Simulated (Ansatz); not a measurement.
## Hypothetical fluorite YbSi2: pressure series

Consider YbSi2 in the fluorite structure (space group Fm-3m, No. 225; a hypothetical phase, not in the database extracts checked).

```
YbSi2
1.0
    0.00000     3.17139     3.17139
    3.17139     0.00000     3.17139
    3.17139     3.17139     0.00000
Yb Si
1 2
Direct
  0.00000   0.00000   0.00000
  0.25000   0.25000   0.25000
  0.75000   0.75000   0.75000
```

Cell and atoms are relaxed at each pressure.

Level of theory: plane-wave PAW DFT at the PBEsol level (Ansatz, an electronic-structure program, 420 eV), no spin-orbit coupling.

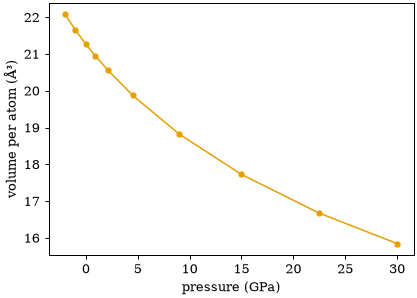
Fig. 1. Volume per atom against pressure

Question: From the plot, what is the volume per atom for pressure 9 GPa?

Answer: About 18.8 Å³.

Question: Is the trend monotonic over the range shown?

Answer: Yes, it falls throughout, spanning 15.85 Å³ to 22.07 Å³.

The state of the 4f shell was not checked for lower solutions. Load acts through the strain it causes; cell and atoms are relaxed under it. Whether these cells are dynamically stable was not tested. No other phases were tried under pressure. Seeded moments were not kept for the base. All final runs are without spin polarisation.
